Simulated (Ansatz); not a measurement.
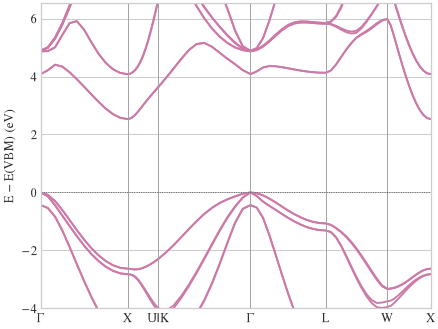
*Band structure from PBE with spin–orbit coupling (plane waves, PAW; program Ansatz)*

### Question
Read off the gap and where the band edges lie.

### Answer
About 2.5 eV (2.53 eV by a search for the band edges); maximum at Γ, minimum at X.

The material is BeSe (zinc blende, F-43m).

Symmetry was held in the PBE relaxation; phonons on a q-mesh show no instability.

Potentials: the later of the program's two PAW sets.
